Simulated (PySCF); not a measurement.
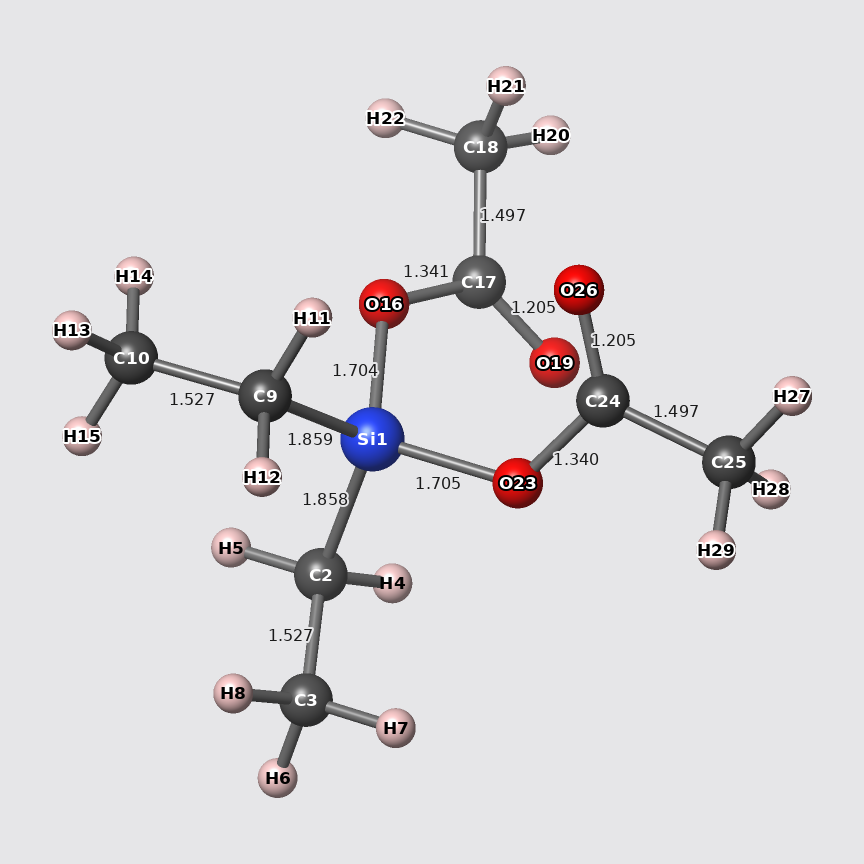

Bond lengths are marked in Å; every bond is drawn as one stick. The computed structure is the end point of a PBE0-D3(BJ)/def2-SVP optimisation. No frequency run is at hand to confirm it as a minimum.

Assign a bond order to each marked bond.

Answer. Si1–C2 single; Si1–C9 single; Si1–O16 single; Si1–O23 single; C2–C3 single; C9–C10 single; O16–C17 single; C17–C18 single; C17–O19 double; O23–C24 single; C24–C25 single; C24–O26 double.

Write the SMILES.

Answer. CC[Si](CC)(OC(C)=O)OC(C)=O
